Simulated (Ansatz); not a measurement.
**Geometry relaxation, with input and output: C3H11ClSi2 (part 1 of 2)**

System: C3H11ClSi2, SMILES C[SiH2]CC([SiH3])Cl.
Method: RKS PBE0/STO-3G (Ansatz 0.2.0).

It belongs to a series of runs on one base structure; here: end point B relaxed. Figures and captions count atoms from 1; the log counts them from 0 in places.

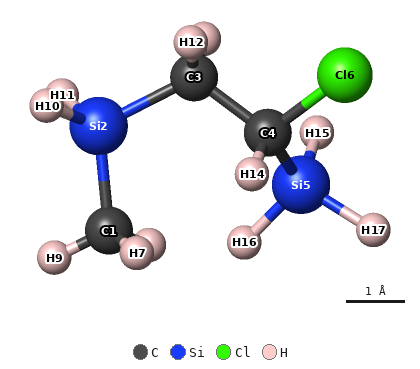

**Figure 1.** The structure as given in the input (ball-and-stick view, seen at an oblique angle; atoms are numbered from 1 in the order of the input). Bond lengths as drawn: C–C 1.61 Å, C–Cl 1.80 Å, C–H 1.05 to 1.17 Å, C–Si 1.82 to 1.88 Å and H–Si 1.47 to 1.53 Å.

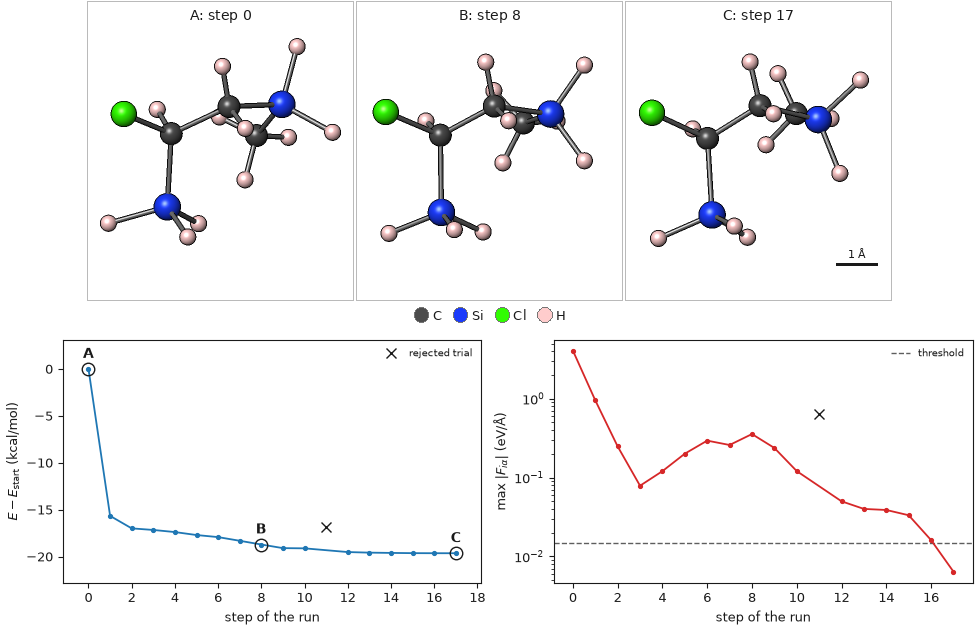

**Figure 2.** Frames of the relaxation (ball-and-stick view, seen at a tilt) above the curves, on which the letters mark them (the first geometry is step 0 here and step 1 in the log).

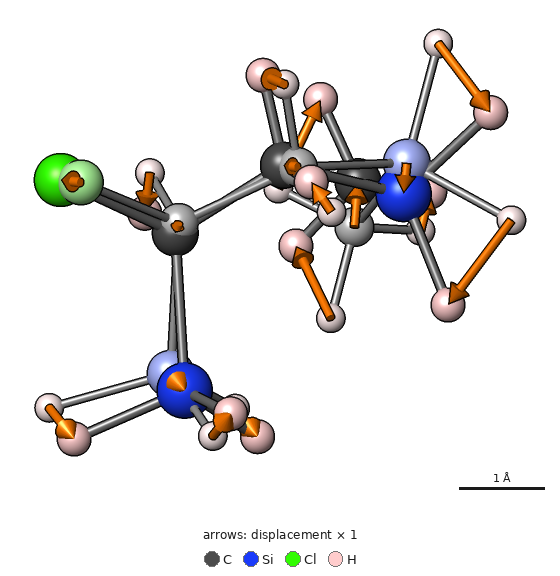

**Figure 3.** Start (faint) and end (solid) with the displacements as orange arrows, at true length (ball-and-stick view, seen at a tilt). The two geometries are laid on each other by the best rigid fit. After 17 geometry steps the energy has fallen by 19.6 kcal/mol. Largest force component: 4.1 eV/Å at the start, 0.0064 eV/Å at the end. The line search rejected the trial step at point 11 (counted from 0) and went back. The atom that moves furthest after the best rigid fit is H11 (1.28 Å). Largest moves by element: H 1.28 Å, C 0.59 Å, Si 0.50 Å, Cl 0.36 Å. Distances before and after: Si5–H17 1.525 → 1.442 Å, C4–Si5 1.816 → 1.894 Å, C3–C4 1.610 → 1.545 Å, C4–Cl6 1.797 → 1.862 Å. Among the angles that change: H7–C1–H9 113.8° → 107.6°, C3–C4–H14 104.0° → 109.6°, Si2–C1–H8 107.5° → 111.7°. (Atoms are counted from 1 in the order of the input.)

The input and output of the run follow.

The input
```yaml
crystal:
  periodic: [false, false, false]
  atoms:
    - { symbol: C, position_ang: [-2.1014, -1.8408, -0.8755] }
    - { symbol: Si, position_ang: [-1.0272, -0.8917, 0.2642] }
    - { symbol: C, position_ang: [-0.1879, 0.5416, -0.6174] }
    - { symbol: C, position_ang: [-0.50726, 0.70226, -2.18766] }
    - { symbol: Si, position_ang: [-2.15628, 1.2581, -2.7052] }
    - { symbol: Cl, position_ang: [0.73444, 1.81279, -2.86159] }
    - { symbol: H, position_ang: [-1.5691, -2.2098, -1.7304] }
    - { symbol: H, position_ang: [-2.8846, -1.1157, -1.2936] }
    - { symbol: H, position_ang: [-2.6471, -2.6068, -0.3348] }
    - { symbol: H, position_ang: [0.0032, -1.8149, 0.8261] }
    - { symbol: H, position_ang: [-1.8026, -0.345, 1.4326] }
    - { symbol: H, position_ang: [0.85014, 0.43939, -0.48693] }
    - { symbol: H, position_ang: [-0.45692, 1.46641, -0.12665] }
    - { symbol: H, position_ang: [-0.24118, -0.3415, -2.63891] }
    - { symbol: H, position_ang: [-2.51413, 2.53897, -2.07561] }
    - { symbol: H, position_ang: [-3.19029, 0.25861, -2.37029] }
    - { symbol: H, position_ang: [-2.20187, 1.40111, -4.22311] }
basis:
  gaussian: { orbitals: STO-3G }
hamiltonian:
  xc: pbe0
relax:
  f_tol: 0.015
  max_steps: 40
```

Run as:
```bash
ansatz run input.yaml --threads 1 --pin off --max-ram 2048MiB --backend cpu --events-out ev --progress --plain --runs-dir out
```

What the program printed
```
The last accepted step is kept in [file] (removed where the run ends without a failure and the disk answers)
Engine: ansatz 0.2.0, aarch64-unknown-linux-gnu
Functional definition: PBE0
  parameter a = 0.25
  parameter kappa = 0.804
  parameter beta = 0.06672455060314922
  exchange = (1 - a)*pbe_x(kappa = kappa, mu = beta*pi^2/3) + a*exact_x
  correlation = pbe_c(beta = beta)
733 factors; integrals over basis functions are off by at most 1.5e-5 eV
mean field evaluation 1: about -31195.9351 eV, gradient 2.3e1 eV
mean field evaluation 2: about -31196.4485 eV, gradient 2.1e1 eV
mean field evaluation 4: about -31197.8144 eV, gradient 3.9e-1 eV
mean field evaluation 8: about -31197.7590 eV, gradient 1.5e-2 eV
mean field -31197.75895629 eV, -1146.4964950432 hartree, gradient 1.2e-5 eV, S^2 0.000000; 0 other end points of the search recorded, 0 dependent functions left out
the calculation of the forces begins
reference -31197.75897741 eV, -1146.4964958193 hartree; 37, 37 occupied and 16, 16 virtual orbitals, 733 factors
relax step   1: F+E_penalty+E_count = -31197.75895629 eV  Δ(F+E_penalty+E_count) = +0.000e0 eV  max|allowed force component| = 4.082e0 eV/Å  Δτ_max = 0.0000 Å  (22 SCF iters, accepted)
these checks for a lower state are left out or cut short: starts, cluster_reference, orbital_swaps, neighbouring_geometries, increment
733 factors; integrals over basis functions are off by at most 1.3e-5 eV
mean field evaluation 16: about -31198.4888 eV, gradient 7.2e-2 eV
mean field -31198.43801138 eV, -1146.5214498575 hartree, gradient 7.9e-6 eV, S^2 0.000000; 0 other end points of the search recorded, 0 dependent functions left out
[... from here on the field's lines of each further geometry are left out, up to the last ...]
relax step   2: F+E_penalty+E_count = -31198.43801138 eV  Δ(F+E_penalty+E_count) = -6.791e-1 eV  max|allowed force component| = 9.558e-1 eV/Å  Δτ_max = 0.1948 Å  (25 SCF iters, accepted)
relax step   3: F+E_penalty+E_count = -31198.49571109 eV  Δ(F+E_penalty+E_count) = -5.770e-2 eV  max|allowed force component| = 2.487e-1 eV/Å  Δτ_max = 0.1243 Å  (24 SCF iters, accepted)
relax step   4: F+E_penalty+E_count = -31198.50301242 eV  Δ(F+E_penalty+E_count) = -7.301e-3 eV  max|allowed force component| = 7.890e-2 eV/Å  Δτ_max = 0.0463 Å  (25 SCF iters, accepted)
relax step   5: F+E_penalty+E_count = -31198.51276250 eV  Δ(F+E_penalty+E_count) = -9.750e-3 eV  max|allowed force component| = 1.208e-1 eV/Å  Δτ_max = 0.1270 Å  (24 SCF iters, accepted)
relax step   6: F+E_penalty+E_count = -31198.52649298 eV  Δ(F+E_penalty+E_count) = -1.373e-2 eV  max|allowed force component| = 2.010e-1 eV/Å  Δτ_max = 0.1952 Å  (22 SCF iters, accepted)
relax step   7: F+E_penalty+E_count = -31198.53606287 eV  Δ(F+E_penalty+E_count) = -9.570e-3 eV  max|allowed force component| = 2.944e-1 eV/Å  Δτ_max = 0.1392 Å  (24 SCF iters, accepted)
relax step   8: F+E_penalty+E_count = -31198.55306454 eV  Δ(F+E_penalty+E_count) = -1.700e-2 eV  max|allowed force component| = 2.591e-1 eV/Å  Δτ_max = 0.1310 Å  (24 SCF iters, accepted)
relax step   9: F+E_penalty+E_count = -31198.57032076 eV  Δ(F+E_penalty+E_count) = -1.726e-2 eV  max|allowed force component| = 3.566e-1 eV/Å  Δτ_max = 0.1753 Å  (22 SCF iters, accepted)
relax step  10: F+E_penalty+E_count = -31198.58702657 eV  Δ(F+E_penalty+E_count) = -1.671e-2 eV  max|allowed force component| = 2.378e-1 eV/Å  Δτ_max = 0.1043 Å  (24 SCF iters, accepted)
relax step  11: F+E_penalty+E_count = -31198.58799584 eV  Δ(F+E_penalty+E_count) = -9.693e-4 eV  max|allowed force component| = 1.210e-1 eV/Å  Δτ_max = 0.1260 Å  (24 SCF iters, accepted)
relax step  12: F+E_penalty+E_count = -31198.48839275 eV  Δ(F+E_penalty+E_count) = +9.960e-2 eV  max|allowed force component| = 6.485e-1 eV/Å  Δτ_max = 0.1997 Å  (23 SCF iters, rejected (line search))
relax step  13: F+E_penalty+E_count = -31198.60517266 eV  Δ(F+E_penalty+E_count) = -1.718e-2 eV  max|allowed force component| = 5.008e-2 eV/Å  Δτ_max = 0.0923 Å  (24 SCF iters, accepted)
relax step  14: F+E_penalty+E_count = -31198.60787037 eV  Δ(F+E_penalty+E_count) = -2.698e-3 eV  max|allowed force component| = 4.010e-2 eV/Å  Δτ_max = 0.0852 Å  (24 SCF iters, accepted)
relax step  15: F+E_penalty+E_count = -31198.60916493 eV  Δ(F+E_penalty+E_count) = -1.295e-3 eV  max|allowed force component| = 3.888e-2 eV/Å  Δτ_max = 0.0564 Å  (24 SCF iters, accepted)
relax step  16: F+E_penalty+E_count = -31198.61020258 eV  Δ(F+E_penalty+E_count) = -1.038e-3 eV  max|allowed force component| = 3.334e-2 eV/Å  Δτ_max = 0.0660 Å  (24 SCF iters, accepted)
relax step  17: F+E_penalty+E_count = -31198.61052792 eV  Δ(F+E_penalty+E_count) = -3.253e-4 eV  max|allowed force component| = 1.613e-2 eV/Å  Δτ_max = 0.0376 Å  (24 SCF iters, accepted)
the calculation of the forces begins
reference -31198.61066231 eV, -1146.5277946619 hartree; 37, 37 occupied and 16, 16 virtual orbitals, 736 factors
relax step  18: F+E_penalty+E_count = -31198.61064076 eV  Δ(F+E_penalty+E_count) = -1.128e-4 eV  max|allowed force component| = 6.422e-3 eV/Å  Δτ_max = 0.0281 Å  (25 SCF iters, accepted)
736 factors; integrals over basis functions are off by at most 2.8e-5 eV
mean field -31198.61064076 eV, -1146.5277938700 hartree, gradient 8.2e-6 eV, S^2 0.000000; 1 other end points of the search recorded, 0 dependent functions left out
the calculation of the forces begins
reference -31198.61066231 eV, -1146.5277946619 hartree; 37, 37 occupied and 16, 16 virtual orbitals, 736 factors
Total energy: -31198.61066231 eV, -1146.5277946619 hartree
Atom 0 at    -1.741429    -2.287501    -0.785973 Å, force     0.001066     0.001875    -0.002747 eV/Å
Atom 1 at    -1.328951    -0.726937     0.154156 Å, force     0.004468    -0.001216     0.005712 eV/Å
Atom 2 at    -0.175814     0.389248    -0.836745 Å, force    -0.006422    -0.001019    -0.001232 eV/Å
Atom 3 at    -0.639079     0.680663    -2.281224 Å, force     0.002287     0.000279    -0.002619 eV/Å
Atom 4 at    -2.222180     1.703834    -2.461993 Å, force     0.002377     0.003455     0.000621 eV/Å
Atom 5 at     0.718938     1.588851    -3.175323 Å, force     0.000238     0.001953    -0.003159 eV/Å
Atom 6 at    -0.836175    -2.828629    -1.077149 Å, force    -0.003910     0.003040     0.001665 eV/Å
Atom 7 at    -2.309336    -2.072374    -1.695916 Å, force     0.002410    -0.001176     0.003384 eV/Å
Atom 8 at    -2.346654    -2.960570    -0.171352 Å, force     0.000894    -0.000137    -0.001559 eV/Å
Atom 9 at    -0.656945    -1.059321     1.388538 Å, force    -0.004691    -0.000369    -0.000645 eV/Å
Atom 10 at    -2.542044    -0.010553     0.471591 Å, force     0.002549    -0.003588    -0.000406 eV/Å
Atom 11 at     0.813706    -0.085705    -0.879818 Å, force    -0.001810     0.000263    -0.000917 eV/Å
Atom 12 at    -0.043168     1.337579    -0.299325 Å, force    -0.000282    -0.001507    -0.000553 eV/Å
Atom 13 at    -0.726341    -0.266776    -2.839991 Å, force    -0.000591     0.001952     0.001876 eV/Å
Atom 14 at    -2.110180     2.899267    -1.663772 Å, force     0.000254    -0.001049     0.001030 eV/Å
Atom 15 at    -3.337969     0.912892    -1.999966 Å, force     0.000336     0.000920     0.001123 eV/Å
Atom 16 at    -2.416428     2.039073    -3.850490 Å, force     0.000826    -0.003675    -0.001573 eV/Å
Dipole moment:    -0.418900    -0.276058     0.291571 e Å
```

Trajectory as extended XYZ (Å, eV, eV/Å), 18 frames, from step=1 to step=18
```
17
Properties=species:S:1:pos:R:3:forces:R:3 step=1 energy=-31197.75896
C    -2.1014   -1.8408   -0.8755   -2.4445   2.0613  -0.4180
Si   -1.0272   -0.8917    0.2642    0.6619  -0.0740   2.1208
C    -0.1879    0.5416   -0.6174   -2.4372   0.2246  -1.5494
C    -0.5073    0.7023   -2.1877    2.1413  -4.0819   1.9567
Si   -2.1563    1.2581   -2.7052   -2.8775   0.9770  -2.1426
Cl    0.7344    1.8128   -2.8616    1.0699   1.0921  -0.7328
H    -1.5691   -2.2098   -1.7304    0.4058  -0.7714  -0.4900
H    -2.8846   -1.1157   -1.2936    1.2022  -1.5185   0.7830
H    -2.6471   -2.6068   -0.3348    0.0275  -0.5777  -0.1572
H     0.0032   -1.8149    0.8261   -0.6948   0.8025  -0.4518
H    -1.8026   -0.3450    1.4326    0.6038  -0.5395  -1.1676
H     0.8501    0.4394   -0.4869    2.1260  -0.1997  -0.0665
H    -0.4569    1.4664   -0.1267   -0.1994   0.6241   0.3015
H    -0.2412   -0.3415   -2.6389   -0.6746   2.0073   0.5447
H    -2.5141    2.5390   -2.0756    0.2796  -0.6248  -0.2664
H    -3.1903    0.2586   -2.3703    0.6003   0.6982  -0.1326
H    -2.2019    1.4011   -4.2231    0.2097  -0.0994   1.8682
17
Properties=species:S:1:pos:R:3:forces:R:3 step=2 energy=-31198.43801
C    -2.1423   -1.9012   -0.8279   -0.5348   0.1992  -0.2660
Si   -1.0335   -0.8918    0.2672    0.0677   0.0446   0.2271
C    -0.2213    0.5604   -0.6318   -0.1166   0.0422  -0.8591
C    -0.4797    0.6862   -2.1791    0.0453  -0.9558   0.8817
Si   -2.1473    1.3176   -2.7376   -0.7559   0.2419  -0.0112
Cl    0.7695    1.8296   -2.8839    0.5018   0.3815  -0.2511
H    -1.5982   -2.3065   -1.6820    0.0438  -0.1982  -0.0390
H    -2.9586   -1.2853   -1.2326    0.2002  -0.1980   0.1410
H    -2.6118   -2.7246   -0.2814    0.1666  -0.0632  -0.0004
H     0.0047   -1.7429    0.8084   -0.0315   0.0775  -0.0456
H    -1.8102   -0.3728    1.3692    0.0173   0.0137   0.0036
H     0.8613    0.4609   -0.5294    0.2399  -0.0305   0.2018
H    -0.4917    1.5043   -0.1458   -0.0489   0.0678   0.0067
H    -0.2688   -0.2915   -2.6652    0.0163   0.3056   0.1628
H    -2.4562    2.5726   -2.0941    0.1142  -0.0095  -0.0378
H    -3.1815    0.3720   -2.3913    0.0374   0.0257  -0.0054
H    -2.1344    1.4660   -4.1673    0.0371   0.0553  -0.1092
17
Properties=species:S:1:pos:R:3:forces:R:3 step=3 energy=-31198.49571
C    -2.1499   -1.9520   -0.8169   -0.1296  -0.0685  -0.0048
Si   -1.0512   -0.8827    0.2507    0.0484  -0.0366  -0.0088
C    -0.2275    0.5644   -0.6535   -0.0638   0.1500  -0.1245
C    -0.4801    0.6848   -2.1799   -0.0024  -0.2122   0.2487
Si   -2.1544    1.3643   -2.7428   -0.0278   0.0422   0.0442
Cl    0.8109    1.8137   -2.8898    0.1158   0.1033  -0.1066
H    -1.6109   -2.3684   -1.6731    0.0185   0.0109   0.0087
H    -3.0091   -1.3948   -1.2026    0.0358  -0.0528   0.0226
H    -2.5411   -2.7956   -0.2338    0.0796   0.1127  -0.0458
H     0.0001   -1.7091    0.7940    0.0131  -0.0106   0.0217
H    -1.8202   -0.3558    1.3521   -0.0463   0.0180   0.0128
H     0.8579    0.4696   -0.5057   -0.0714  -0.0088   0.0036
H    -0.5187    1.5104   -0.1788    0.0176  -0.0236   0.0580
H    -0.2720   -0.2864   -2.6577   -0.0009  -0.0131  -0.1035
H    -2.4065    2.6313   -2.1014    0.0402  -0.0141   0.0168
H    -3.1996    0.4353   -2.3933   -0.0279  -0.0065   0.0326
H    -2.1277    1.5241   -4.1724    0.0009   0.0097  -0.0757
17
Properties=species:S:1:pos:R:3:forces:R:3 step=4 energy=-31198.50301
C    -2.1458   -1.9647   -0.8181    0.0035  -0.0661   0.0281
Si   -1.0602   -0.8779    0.2480   -0.0330  -0.0047  -0.0210
C    -0.2392    0.5697   -0.6596    0.0789   0.0055   0.0059
C    -0.4780    0.6757   -2.1842   -0.0789   0.0431   0.0046
Si   -2.1499    1.3765   -2.7385    0.0558   0.0078  -0.0037
Cl    0.8203    1.8000   -2.9124   -0.0082  -0.0238   0.0114
H    -1.6011   -2.3675   -1.6774   -0.0075   0.0225   0.0031
H    -3.0253   -1.4343   -1.1935    0.0277  -0.0144   0.0115
H    -2.5007   -2.8174   -0.2281    0.0142   0.0517  -0.0397
H    -0.0075   -1.6955    0.8040   -0.0029   0.0054   0.0137
H    -1.8439   -0.3476    1.3396   -0.0108  -0.0014  -0.0119
H     0.8433    0.4708   -0.4992   -0.0254   0.0109  -0.0019
H    -0.5308    1.5143   -0.1821   -0.0083  -0.0109  -0.0210
H    -0.2791   -0.2939   -2.6704    0.0161  -0.0231  -0.0005
H    -2.3681    2.6456   -2.0887    0.0134  -0.0129  -0.0037
H    -3.2041    0.4618   -2.3726   -0.0089   0.0129   0.0108
H    -2.1300    1.5374   -4.1715   -0.0256  -0.0026   0.0141
17
Properties=species:S:1:pos:R:3:forces:R:3 step=5 energy=-31198.51276
C    -2.1030   -1.9984   -0.8361   -0.0054   0.0203  -0.0286
Si   -1.0867   -0.8643    0.2478    0.0249   0.0060   0.0512
C    -0.2284    0.5597   -0.6653   -0.0825  -0.0167  -0.0059
C    -0.4980    0.6664   -2.1844    0.1208  -0.0121  -0.0614
Si   -2.1575    1.4095   -2.7140    0.0032   0.0003   0.0477
Cl    0.8184    1.7508   -2.9405    0.0020   0.0364  -0.0126
H    -1.5280   -2.3781   -1.6851    0.0214  -0.0164  -0.0047
H    -2.9924   -1.5006   -1.2308   -0.0012   0.0109  -0.0077
H    -2.4418   -2.8614   -0.2547    0.0197   0.0035  -0.0008
H    -0.0598   -1.6497    0.8932   -0.0115   0.0191   0.0017
H    -1.9353   -0.3052    1.2743   -0.0187  -0.0013  -0.0106
H     0.8536    0.4398   -0.5193   -0.0229  -0.0174  -0.0261
H    -0.4972    1.5112   -0.1891    0.0131   0.0006   0.0207
H    -0.3194   -0.3071   -2.6720   -0.0685  -0.0182   0.0237
H    -2.3065    2.7029   -2.0940    0.0086  -0.0010  -0.0066
H    -3.2327    0.5485   -2.2843   -0.0055  -0.0065   0.0163
H    -2.1853    1.5292   -4.1505    0.0025  -0.0076   0.0039
```
